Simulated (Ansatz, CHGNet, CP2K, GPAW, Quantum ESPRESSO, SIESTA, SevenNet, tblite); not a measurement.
# How far do other methods lie from plane waves? Glassy 76SiO2-24MgO (mol %) (94 atoms)

One geometry of glassy 76SiO2-24MgO (mol %) (94 atoms) is solved by several programs and methods. How far do their forces lie from a plane-wave PBE run?

Results are calculated, not measured.

## (1) The cell

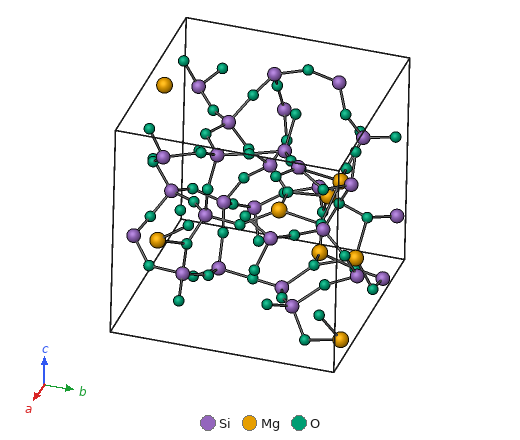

The cell (silicon purple, magnesium orange, oxygen teal). Bonds to atoms that aren't drawn are left out. Some periodic images of atoms are drawn too.

The cell holds 94 atoms (26 Si, 8 Mg and 60 O), with edges of 10.79, 10.79 and 10.79 Å. Recipe: 94 atoms (26 Si, 8 Mg, 60 O) placed at random at 2.34 g/cm³, melted at 4000 K for 10 ps at fixed volume with the Morse and Coulomb pair potential with partial charges (Pedone, Malavasi, Menziani, Cormack and Segre, J. Phys. Chem. B 110, 11780 (2006)). Quenched from 4000 K to 300 K at 50 K/ps and fixed volume, held 10 ps at zero pressure. Then every atom was moved at random, 0.05 Å r.m.s. a Cartesian component. The density is 2.49 g/cm³.

## (2) The reference input

Quantum ESPRESSO 7.5: Kohn-Sham DFT, PBE, SSSP efficiency 1.3.0 pseudopotentials, plane waves. Its input, pw.in:

```
&control
  calculation = 'scf'
  pseudo_dir = './pseudo'
  outdir = './tmp'
  disk_io = 'none'
  tprnfor = .true.
  tstress = .true.
/
&system
  ibrav = 0
  nat = 94
  ntyp = 3
  ecutwfc = 60
  ecutrho = 480
  nosym = .true.
  occupations = 'smearing'
  smearing = 'fd'
  degauss = 0.003675
/
&electrons
  conv_thr = 4.7e-07
  electron_maxstep = 100
  mixing_beta = 0.4
  mixing_mode = 'plain'
  diagonalization = 'david'
/
ATOMIC_SPECIES
Si 28.085 Si.upf
Mg 24.305 Mg.upf
O 15.999 O.upf
CELL_PARAMETERS angstrom
10.79285 0.00000 0.00000
0.00000 10.79285 0.00000
0.00000 0.00000 10.79285
ATOMIC_POSITIONS crystal
Si 0.38739 0.31806 0.76144
Si 0.19643 0.45894 0.92096
Si 0.17301 0.11526 0.77764
Si 0.11345 0.99577 0.27881
[... 88 atom lines left out ...]
O 0.15107 0.67596 0.25526
O 0.54463 0.69248 0.69299
K_POINTS gamma
```

```console
$ OMP_NUM_THREADS=1 mpirun -np 4 pw.x -in pw.in > output.txt
```

It took 3.4 min on 4 MPI ranks of Arm Neoverse V1, shared host; peak memory 4.2 GiB.

It converged with an r.m.s. force component of 2.8 eV/Å and a pressure of 5.8 GPa.

Its highest filled and lowest empty levels lie 1.87 eV apart on its k-points.

## (3) The other programs

- CHGNet: machine-learned potential, published weights.
- CP2K 2026.2: Gaussian basis with GTH pseudopotentials and a plane-wave density; labels give functional, basis (MOLOPT sets; SR short-range, UZH the newer set with its own potentials), grid cutoff/relative cutoff and solver (OT: orbital transformation; TRS4, TC2, SIGN: linear-scaling purification with its sparsity filter), or its built-in tight binding.
- GPAW 26.7.0: PAW with atomic orbitals (LCAO), plane waves or a real-space grid of spacing h.
- SIESTA 5.4.2: numerical atomic orbitals, whose automatically made sets are far from complete, with PseudoDojo norm-conserving potentials that we converted to its format (checked against plane waves on the same files for H, C, O, Si, Ge and Ca alone); labels give functional, basis size, energy shift and mesh cutoff.
- SevenNet: machine-learned potential, published weights.
- tblite 0.8.0: extended tight binding, driven from Python.

All use the same cell and atoms, and the electronic-structure runs the same k-mesh.

## (4) Side by side

Differences are against the reference: forces as r.m.s. over components, share as that over the reference's r.m.s. force, slope as the fitted ratio of a run's forces to the reference's.

```
                                                                        run  Δ force, r.m.s. (meV/Å)  share (%)  slope  Δ pressure (GPa)  Δ gap (eV)  cores  CPU time  memory (GiB)
                                                                  reference                        -          -      -                 -           -      4    13 min           4.2
                                                     CHGNet 0.3.0 potential                      207       7.36  0.976            0.0453           -      1     4.5 s           1.2
                                                    CHGNet r2SCAN potential                      345       12.2  0.920             -4.51           -      1     4.1 s           1.2
                                                     CP2K GFN1-xTB, OT DIIS                      713       25.3  0.916             -3.00           -      1     6.7 s          0.43
                              CP2K PBE, DZVP-MOLOPT-SR, 1200/60 Ry, OT DIIS                      217       7.70  0.978             0.159      -0.216      4    15 min           5.9
CP2K PBE, DZVP-MOLOPT-SR, 1200/60 Ry, TRS4 filter 1e-04, SCF 1e-05 (coarse)                      294       10.4  0.988              0.41           -      4   3.9 min           5.9
         CP2K PBE, DZVP-MOLOPT-SR, 1200/60 Ry, TRS4 filter 1e-07, SCF 1e-07                      213       7.57  0.977             0.145           -      4   6.2 min           6.0
                      CP2K PBE, SZV-MOLOPT-SR, 1200/60 Ry, OT DIIS (coarse)                     1088       38.6  1.214              21.2       -1.58      2    11 min           4.0
                                               GPAW PBE, LCAO dzp, h 0.18 Å                      352       12.5  1.072                 -      -0.177      1   3.4 min           1.7
                                  GPAW PBE, LCAO sz(dzp), h 0.18 Å (coarse)                     1079       38.3  1.151                 -      -0.837      1      63 s           1.3
                                 GPAW PBE, LCAO szp(dzp), h 0.18 Å (coarse)                      375       13.3  1.065                 -      -0.490      1   2.3 min           1.6
                        SIESTA PBE, DZ, shift 0.01 Ry, mesh 500 Ry (coarse)                      957       34.0  1.182              12.9      -0.850      2   2.5 min           1.4
                                SIESTA PBE, DZP, shift 0.01 Ry, mesh 500 Ry                      203       7.22  1.026              2.02      -0.201      2   5.3 min           2.1
                        SIESTA PBE, SZ, shift 0.01 Ry, mesh 500 Ry (coarse)                     1163       41.3  1.230              17.2           -      1   2.8 min          0.93
                        SIESTA PBE, SZ, shift 0.02 Ry, mesh 500 Ry (coarse)                     1014       36.0  1.233              9.57           -      1   2.6 min          0.82
                                                    SevenNet l3i5 potential                      126       4.46  0.973            -0.290           -      1      11 s           1.6
                                                            tblite GFN1-xTB                      651       23.1  0.890              4.35           -      1     5.4 s          0.13
```

Rows marked coarse were listed beforehand as settings not expected to be converged; some can still land near the reference.

Times of the machine-learned potentials are mostly Python's start and the loading of weights.

CPU time is summed over cores on shared hosts, so it is rough.

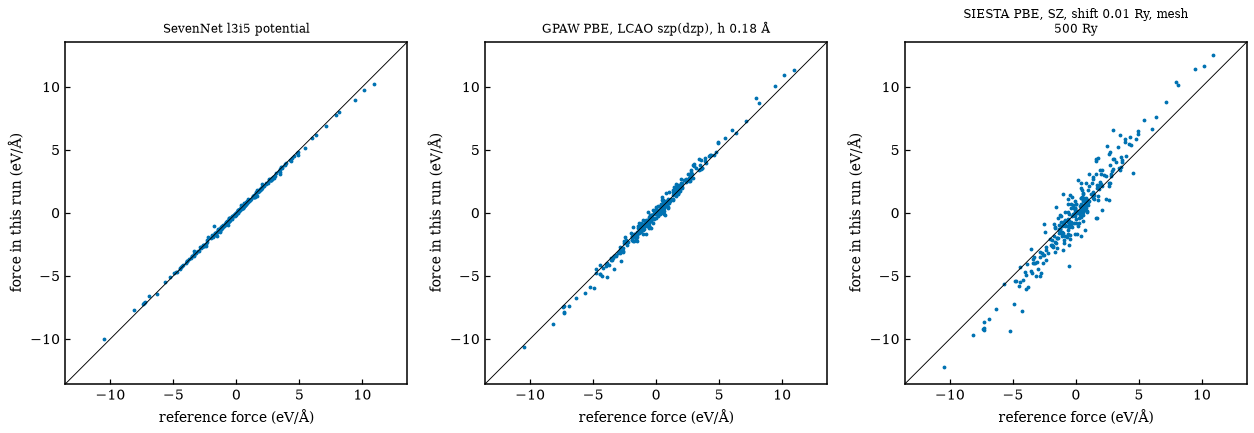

Force components against those of the reference; the line marks equality.

## (5) What came out

Forces lie from 4.5 % (SevenNet l3i5 potential) to 41 % (SIESTA PBE, SZ, shift 0.01 Ry, mesh 500 Ry, coarse) of the reference's r.m.s. force of 2.8 eV/Å away from it. The PBE runs in local orbitals, coarse settings apart, differ by 7.2 % (SIESTA PBE, DZP, shift 0.01 Ry, mesh 500 Ry) to 13 % (GPAW PBE, LCAO dzp, h 0.18 Å); basis, grid and potentials can all enter. Tight binding differs by 23 % (tblite GFN1-xTB) to 25 % (CP2K GFN1-xTB, OT DIIS); it is another model, with fitted parameters of its own, and the xTB methods hold dispersion. Machine-learned potentials differ by 4.5 % (SevenNet l3i5 potential) to 12 % (CHGNet r2SCAN potential); they were trained on other programs' data, some at another functional.

Runs with settings chosen to be coarse differ by 10 % (CP2K PBE, DZVP-MOLOPT-SR, 1200/60 Ry, TRS4 filter 1e-04, SCF 1e-05) to 41 % (SIESTA PBE, SZ, shift 0.01 Ry, mesh 500 Ry), their programs' other errors included. SIESTA PBE, SZ, shift 0.02 Ry, mesh 500 Ry stiffens the forces by a factor of 1.23 while following their directions (correlation 0.976); the slopes of the 4 SIESTA runs lie between 1.03 and 1.23. Pressures at PBE, coarse settings apart, lie +0.14 to +2.02 GPa from the reference's. Gaps at PBE, coarse settings apart, lie -0.22 to -0.18 eV from the reference's.

**Limits.** Forces of 2.8 eV/Å r.m.s. are well above thermal ones: they come largely from the bond lengths of the classical model and from the random displacements, and they dominate the comparison. The potentials hold different valence shells: 480 electrons in the reference, 544 in CP2K with SZV-MOLOPT-SR, 544 in GPAW and 544 in SIESTA; this bears on time and differences. The reference's pressure holds the uncorrected Pulay stress of its 60 Ry basis, so small pressure differences may be the reference's own error. Machine-learned potentials mimic data converged in k, so the reference's own k-point error enters their differences. The quench rate of 50 K/ps is many orders above laboratory rates, so the cell is likely richer in defects and strain than a real sample. The network of bonds at the start is that of the classical potential that made the cell, and needn't be the one that DFT or experiment would give. The reference's stress is far from hydrostatic: its diagonal is 3.2, 6.1, 8.1 GPa, compression counted positive. The electronic-structure runs sample only Γ, in a cell whose shortest periodic width is 11 Å. Where levels are smeared, the DFT runs use Fermi–Dirac occupations at 580 K (0.05 eV), and energies are free energies. The atoms were displaced at random, and shares hang on the size of the forces that this gives. The reference's cutoffs and mesh weren't converged further here.

[Logs are printed without paths, hosts, clocks, repeated set-up lines and the standing remarks that a program may print on its own settings, such as how far it seeks lower states.]

[Hosts, paths, dates, database ids (printed as entryN), source tags and the programs' standing remarks are cut or masked in the printed files.]

[Cells were taken only where this reference lay near another plane-wave run.]
